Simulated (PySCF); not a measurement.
**C4H6, triplet, SMILES `[CH]1C[CH]C1`: what the electrons do**

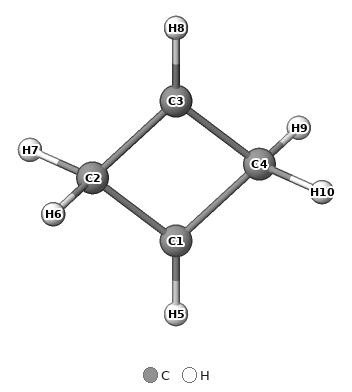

The molecule, with its atoms numbered as below. No frequency check shows the geometry to be a minimum.

Cartesian coordinates (Å):

```
C1      -0.0000   -1.0207   -0.0000
C2      -1.0876    0.0000    0.0000
C3      -0.0000    1.0207    0.0000
C4       1.0875    0.0000    0.0000
H5       0.0002   -2.0908    0.0001
H6      -1.7517   -0.0000    0.8789
H7      -1.7517    0.0000   -0.8789
H8       0.0002    2.0908   -0.0001
H9       1.7517   -0.0000   -0.8789
H10      1.7517    0.0000    0.8789
```

## 1. Bonding charge

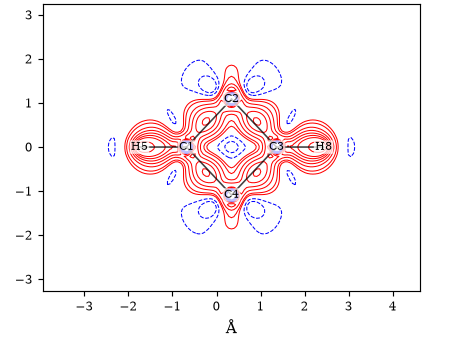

Deformation density (molecule less spherical, spin-averaged free atoms) in the plane of C1, C2, C3, C4, H5 and H8; contours at ±0.05 to ±0.8 e/Å³; solid red lines: gain, dashed blue lines: loss.

Method: PBE0/def2-TZVP; geometry: GFN2-xTB; program: PySCF. The stability of the open-shell solution wasn't checked. GFN2-xTB doesn't know the spin state, so this open-shell geometry is rough.

Question: Describe the bonding that the map shows.

Answer: C1–H5 and C3–H8: +0.77 e/Å³ at the bond critical point (bond length 1.07 Å, Mayer order 1.0). C1–C2, C1–C4, C2–C3 and C3–C4: +0.51 e/Å³ at the bond critical point (bond length 1.49 Å, Mayer order 1.1). In all, 2.1 electrons gather in the regions of gain relative to the promolecule.

Question: Where do the Hirshfeld charges lie?

Answer: The highest Hirshfeld charge is on H6, H7, H9 and H10 (+0.04 e), the lowest on C2 and C4 (−0.09 e).

| atom | charge (e) |
| --- | --- |
| C1 | −0.03 |
| C2 | −0.09 |
| C3 | −0.03 |
| C4 | −0.09 |
| H5 | +0.04 |
| H6 | +0.04 |
| H7 | +0.04 |
| H8 | +0.04 |
| H9 | +0.04 |
| H10 | +0.04 |

## 2. Bond critical points

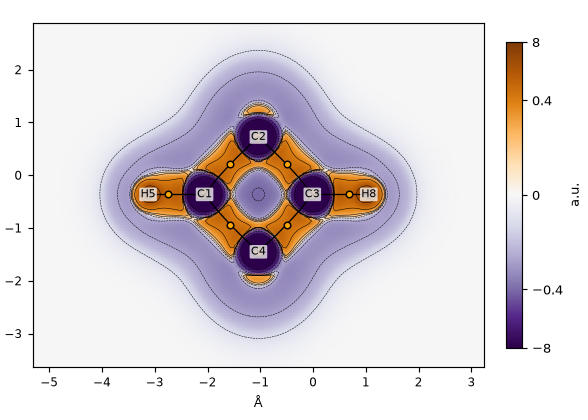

Negative Laplacian of the density (−∇²ρ) in the plane of C1, C2, C3, C4, H5 and H8 (orange positive, purple negative, colour scale in a.u., logarithmic beyond ±0.04), with bond paths and bond critical points (dots).

Question: Sort the bonds in the plane by the sign of ∇²ρ at their critical points.

Answer: Concentrated (∇²ρ < 0): C1–H5 and C3–H8 (−1.04 a.u.); C1–C2, C1–C4, C2–C3 and C3–C4 (−0.67 a.u.). At none is it depleted.

Question: Where along C1–H5 does the critical point lie?

Answer: 0.69 Å from C1 and 0.38 Å from H5.

## 3. Local ionisation energy

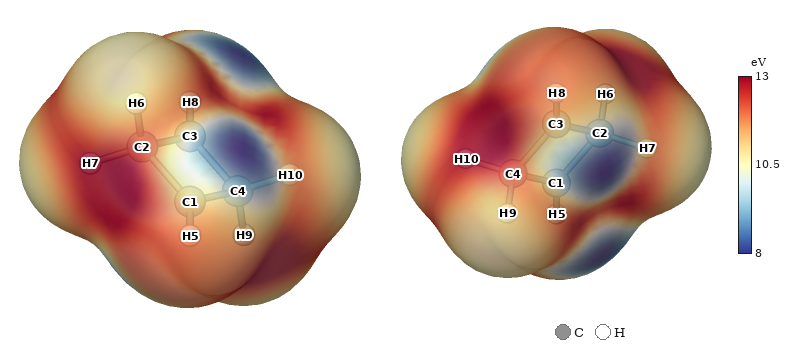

Average local ionisation energy on the surface of electron density 0.001 a.u. (back view left, front view right).

Question: Where are the most loosely bound electrons on this surface?

Answer: The lowest value is 8.1 eV, over C3, off the plane of its three bonds (2.0 Å), and at like points elsewhere. Further minima include 10.4 eV, 1.4 Å from H10, and at like points elsewhere. For comparison, the highest occupied orbital lies at −5.4 eV.

Question: What volume does the surface enclose, and what is the dipole moment?

Answer: About 91 Å³; the dipole moment is 0.0 D.

## 4. Spin density

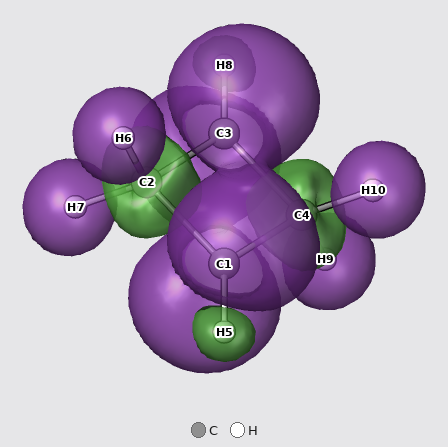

Spin density ρα − ρβ at ±0.02 e/Å³ (purple: excess α, green: excess β).

Question: Where is the unpaired spin?

Answer: Hirshfeld spin populations: C1 and C3 +0.71, C2 and C4 +0.10, H6, H7, H9 and H10 +0.07 and H5 and H8 +0.05. ⟨S²⟩ = 2.01, against 2.00 for a pure state. The picture also shows regions of β spin from spin polarisation; the Hirshfeld sums, whose atoms overlap, net them against the α spin of neighbours.

## 5. In an electric field

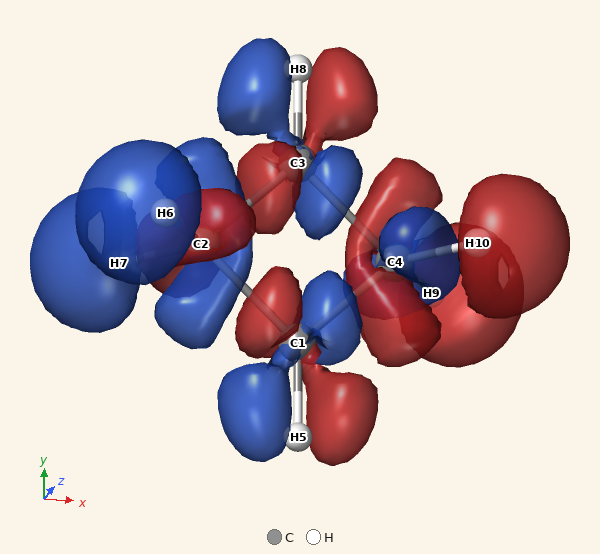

Change of the electron density in a uniform field of 0.51 V/Å, surfaces at ±0.004 e/Å³ (red: gain, blue: loss).

Computed with PySCF, CAM-B3LYP/aug-cc-pVDZ, geometry: GFN2-xTB. The stability of the open-shell solution wasn't checked. GFN2-xTB doesn't know the spin state, so this open-shell geometry is rough.

Question: Along which Cartesian direction does the field point?

Answer: Along −x: electrons gather on the +x side, against the field.

Question: What dipole is induced, and what polarisability does it imply?

Answer: The induced dipole is 1.33 D (along the field); α along this axis, from the fields in both directions, is 52 bohr³ (7.8 Å³).

Question: Which atoms gain and lose the most charge?

Answer: Electrons gather most on H9 and H10 alike (Hirshfeld charge changes by −0.020 e) and leave H6 and H7 alike most (+0.019 e); 0.114 electrons are displaced in all.

The PySCF runs shown took 18 s and 41 s on 1 thread of Intel(R) Xeon(R) Platinum 8375C CPU @ 2.90GHz (Ice Lake), with other jobs on the host.
